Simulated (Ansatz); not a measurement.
**Run report: GeH₂S₂, nudged elastic band**

The run: nudged elastic band of GeH₂S₂. Method and program: RKS PBE-D4/def2-TZVP (Ansatz 0.2.0).

It belongs to a series of runs on one base structure; here: band between the two ends.

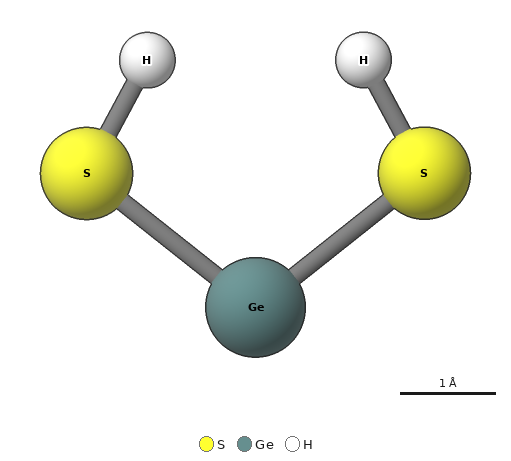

**Figure 1.** The starting structure (ball-and-stick view, seen at a tilt). Sticks mark near contacts.

### The input
```yaml
crystal:
  periodic: [false, false, false]
  atoms:
    - { symbol: S, position_ang: [-1.609653, -0.53892, -0.559633] }
    - { symbol: Ge, position_ang: [-0.669817, 1.440105, 0.036959] }
    - { symbol: S, position_ang: [1.464568, 0.862612, 0.553364] }
    - { symbol: H, position_ang: [-0.554741, -1.369035, -0.379717] }
    - { symbol: H, position_ang: [1.419442, -0.468462, 0.307527] }
basis:
  gaussian: { orbitals: def2-TZVP }
hamiltonian:
  xc: pbe
  dispersion: d4
neb:
  order_check: false
  images: 7
  f_tol: 0.05
  max_iterations: 60
  initial_path: idpp
  final_atoms:
    - { symbol: S, position_ang: [-0.75626209, -1.09032227, -0.40218609] }
    - { symbol: Ge, position_ang: [-0.5842445, 1.12636974, 0.01727613] }
    - { symbol: S, position_ang: [1.60016328, 1.11524654, 0.62441193] }
    - { symbol: H, position_ang: [-2.06295274, -1.01689455, -0.75417929] }
    - { symbol: H, position_ang: [1.85309504, -0.20809946, 0.47317732] }
```

Machine: 2 threads of Arm Neoverse V1, 24 GiB of memory available, shared host.

Command:
```bash
ansatz run input.yaml --threads 2 --pin off --max-ram 3072MiB --backend cpu --events-out ev --progress --plain --runs-dir out
```

### Output
```
Engine: ansatz 0.2.0, aarch64-unknown-linux-gnu
Functional definition: PBE
  parameter kappa = 0.804
  parameter beta = 0.06672455060314922
  exchange = pbe_x(kappa = kappa, mu = beta*pi^2/3)
  correlation = pbe_c(beta = beta)
968 factors; their error is unknown
mean field evaluation 1: about -78203.7091 eV, gradient 3.3e1 eV
mean field evaluation 2: about -78193.9411 eV, gradient 6.9e1 eV
mean field evaluation 4: about -78205.9331 eV, gradient 3.9e0 eV
mean field evaluation 8: about -78205.9743 eV, gradient 5.3e-2 eV
mean field evaluation 16: about -78205.9556 eV, gradient 5.2e-5 eV
mean field -78205.95557599 eV, -2874.0158575171 hartree, gradient 5.2e-5 eV, S^2 0.000000; 0 other end points of the search recorded, 0 dependent functions left out
the calculation of the forces begins
reference -78205.95560522 eV, -2874.0158585913 hartree; 33, 33 occupied and 101, 101 virtual orbitals, 968 factors
968 factors; their error is unknown
mean field evaluation 32: about -78206.0575 eV, gradient 6.3e-5 eV
mean field -78206.05751014 eV, -2874.0196035281 hartree, gradient 6.3e-5 eV, S^2 0.000000; 0 other end points of the search recorded, 0 dependent functions left out
[... from here on the field's lines of each further geometry are left out, up to the last ...]
NEB iter   1: max|band force component| = 2.401e0 eV/Å  barrier→ = 1.3833 eV  barrier← = 1.4844 eV  Δτ_max = 0.1961 Å  (240 SCF iters)
NEB iter   2: max|band force component| = 1.261e0 eV/Å  barrier→ = 0.9845 eV  barrier← = 1.0855 eV  Δτ_max = 0.1853 Å  (228 SCF iters)
NEB iter   3: max|band force component| = 8.494e-1 eV/Å  barrier→ = 0.6433 eV  barrier← = 0.7444 eV  Δτ_max = 0.2000 Å  (216 SCF iters)
NEB iter   4: max|band force component| = 4.104e-1 eV/Å  barrier→ = 0.4175 eV  barrier← = 0.5185 eV  CI = image 4  Δτ_max = 0.2000 Å  (214 SCF iters)
NEB iter   5: max|band force component| = 2.964e-1 eV/Å  barrier→ = 0.3245 eV  barrier← = 0.4256 eV  CI = image 4  Δτ_max = 0.1737 Å  (205 SCF iters)
NEB iter   6: max|band force component| = 3.416e-1 eV/Å  barrier→ = 0.2928 eV  barrier← = 0.3938 eV  CI = image 4  Δτ_max = 0.0722 Å  (199 SCF iters)
NEB iter   7: max|band force component| = 1.869e-1 eV/Å  barrier→ = 0.2859 eV  barrier← = 0.3869 eV  CI = image 4  Δτ_max = 0.0203 Å  (197 SCF iters)
NEB iter   8: max|band force component| = 5.889e-2 eV/Å  barrier→ = 0.2824 eV  barrier← = 0.3834 eV  CI = image 4  Δτ_max = 0.0278 Å  (191 SCF iters)
the calculation of the forces begins
reference -78206.01208426 eV, -2874.0179341577 hartree; 33, 33 occupied and 101, 101 virtual orbitals, 968 factors
968 factors; their error is unknown
mean field -78205.67415863 eV, -2874.0055156200 hartree, gradient 2.5e-5 eV, S^2 0.000000; 1 other end points of the search recorded, 0 dependent functions left out
the calculation of the forces begins
reference -78205.67418845 eV, -2874.0055167156 hartree; 33, 33 occupied and 101, 101 virtual orbitals, 968 factors
NEB iter   9: max|band force component| = 4.679e-2 eV/Å  barrier→ = 0.2821 eV  barrier← = 0.3831 eV  CI = image 4  Δτ_max = 0.0000 Å  (390 SCF iters)
```

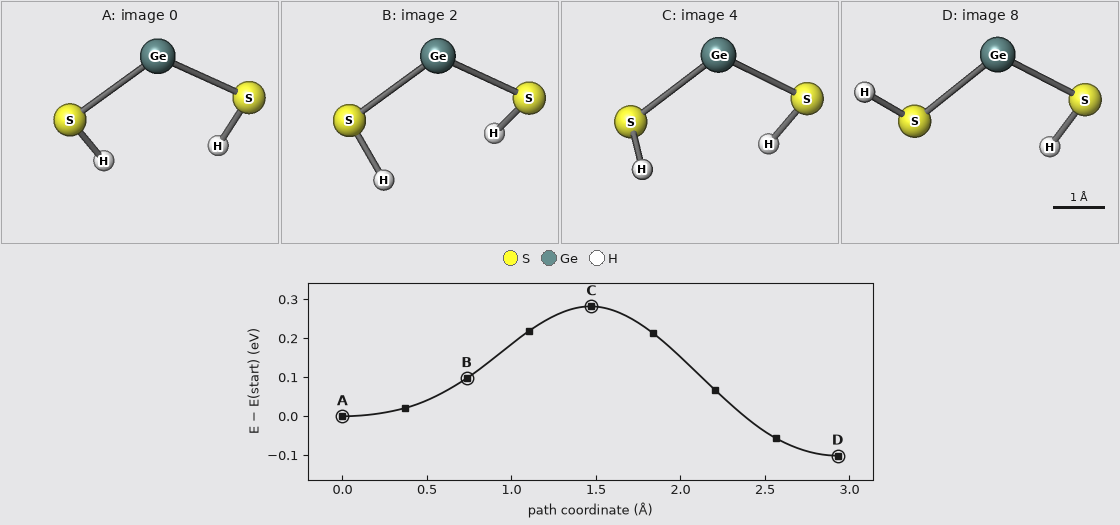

**Figure 2.** Images of the last band (counted from 0; ball-and-stick, seen at a tilt) above the energy along the path; the line is a cubic interpolation that uses the forces. The highest image is number 4, 0.282 eV above the start and 0.383 eV above the end (the climbing image); the end lies 0.101 eV below the start. The path is 2.93 Å long. The band converged in 9 iterations.

```
Total energy: -78205.82500447 eV, -2874.0110591022 hartree
Atom 0 at    -0.924054    -0.965941    -0.943776 Å, force     0.013255    -0.009412     0.008031 eV/Å
Atom 1 at    -0.977123     1.002264     0.298336 Å, force    -0.010292     0.006684     0.012082 eV/Å
Atom 2 at     1.246905     1.341471     0.556414 Å, force    -0.006269    -0.012601    -0.012154 eV/Å
Atom 3 at    -0.907338    -1.696016     0.200141 Å, force    -0.000244     0.016438    -0.010937 eV/Å
Atom 4 at     1.611409     0.244522    -0.152615 Å, force     0.003549    -0.001109     0.002978 eV/Å
Dipole moment:    -0.051239     0.011073     0.172566 e Å
this run last wrote the band of iteration 9 to [file]
```

### The last band as extended XYZ (Å, eV, eV/Å)
```
5
Properties=species:S:1:pos:R:3:forces:R:3 image=0 energy=-78206.10709
S    -1.6097   -0.5389   -0.5596   -0.0039   0.0019   0.0014
Ge   -0.6698    1.4401    0.0370    0.0041  -0.0083  -0.0007
S     1.4646    0.8626    0.5534    0.0011   0.0054   0.0002
H    -0.5547   -1.3690   -0.3797    0.0018   0.0019  -0.0021
H     1.4194   -0.4685    0.3075   -0.0031  -0.0009   0.0012
5
Properties=species:S:1:pos:R:3:forces:R:3 image=1 energy=-78206.08619
S    -1.5227   -0.6457   -0.6704   -0.0336   0.0031   0.0524
Ge   -0.7664    1.3758    0.0499   -0.0011   0.0144  -0.0198
S     1.3843    0.9340    0.6408   -0.0050   0.0009  -0.0164
H    -0.5543   -1.4396   -0.1556    0.0597   0.0108  -0.0580
H     1.5090   -0.2982    0.0937   -0.0199  -0.0292   0.0418
5
Properties=species:S:1:pos:R:3:forces:R:3 image=2 energy=-78206.00925
S    -1.3808   -0.7568   -0.8060   -0.1200   0.0138   0.1041
Ge   -0.8593    1.2688    0.1317   -0.0146   0.0693  -0.0793
S     1.3374    1.0256    0.6723   -0.0333  -0.0469   0.0179
H    -0.6286   -1.5228    0.0177    0.1913   0.0238  -0.0889
H     1.5811   -0.0885   -0.0572   -0.0234  -0.0600   0.0461
5
Properties=species:S:1:pos:R:3:forces:R:3 image=3 energy=-78205.88802
S    -1.1802   -0.8596   -0.9108   -0.1366  -0.0130   0.0485
Ge   -0.9309    1.1314    0.2410   -0.0439   0.1139  -0.0683
S     1.3048    1.1694    0.6331   -0.0275  -0.0849   0.0394
H    -0.7520   -1.6118    0.1314    0.2087   0.0312  -0.0415
H     1.6081    0.0968   -0.1363   -0.0007  -0.0472   0.0218
5
Properties=species:S:1:pos:R:3:forces:R:3 image=4 energy=-78205.82497
S    -0.9241   -0.9659   -0.9438    0.0133  -0.0094   0.0080
Ge   -0.9771    1.0023    0.2983   -0.0103   0.0067   0.0121
S     1.2469    1.3415    0.5564   -0.0063  -0.0126  -0.0122
H    -0.9073   -1.6960    0.2001   -0.0002   0.0164  -0.0109
H     1.6114    0.2445   -0.1526    0.0035  -0.0011   0.0030
5
Properties=species:S:1:pos:R:3:forces:R:3 image=5 energy=-78205.89347
S    -0.6575   -1.0759   -0.8775    0.1692   0.0184   0.0589
Ge   -1.0067    0.8921    0.2964    0.0237  -0.0747   0.0891
S     1.1600    1.5258    0.4454    0.0084   0.0601  -0.0887
H    -1.0700   -1.7902    0.1963   -0.2256  -0.0513  -0.0531
H     1.6240    0.3746   -0.1021    0.0243   0.0475  -0.0062
5
Properties=species:S:1:pos:R:3:forces:R:3 image=6 energy=-78206.03835
S    -0.4278   -1.1793   -0.7093    0.1544   0.0092   0.1625
Ge   -1.0273    0.8002    0.2816    0.0380  -0.0793   0.1041
S     1.0592    1.6812    0.3082   -0.0048   0.0516  -0.1107
H    -1.2059   -1.8935    0.1359   -0.2384  -0.0543  -0.1454
H     1.6515    0.5176   -0.0579    0.0508   0.0728  -0.0105
5
Properties=species:S:1:pos:R:3:forces:R:3 image=7 energy=-78206.16373
S    -0.2592   -1.2688   -0.4716    0.0760  -0.0261   0.1227
Ge   -1.0419    0.7165    0.2984    0.0101  -0.0239   0.0601
S     0.9536    1.7856    0.1801   -0.0076   0.0204  -0.0466
H    -1.2900   -1.9837    0.0350   -0.1242  -0.0246  -0.1095
H     1.6873    0.6767   -0.0834    0.0456   0.0543  -0.0266
5
Properties=species:S:1:pos:R:3:forces:R:3 image=8 energy=-78206.20813
S    -0.6587   -1.1624   -0.3755    0.0014   0.0014   0.0006
Ge   -0.6835    1.0692   -0.0033   -0.0008   0.0000  -0.0002
S     1.4953    1.2656    0.5920    0.0001  -0.0004   0.0000
H    -1.9680   -1.2132   -0.7217   -0.0017  -0.0008  -0.0006
H     1.8647   -0.0329    0.4670    0.0010  -0.0002   0.0002
```

### Key numbers

```json
{"quantity": "outcome", "value": "converged"}
{"quantity": "barrier, forward", "value": "0.282 eV"}
{"quantity": "barrier, backward", "value": "0.383 eV"}
{"quantity": "wall time", "value": "2 min (CPU time 3.9 min)"}
{"quantity": "peak memory", "value": "0.17 GiB"}
```

### Notes

The order of the saddle point was not checked.
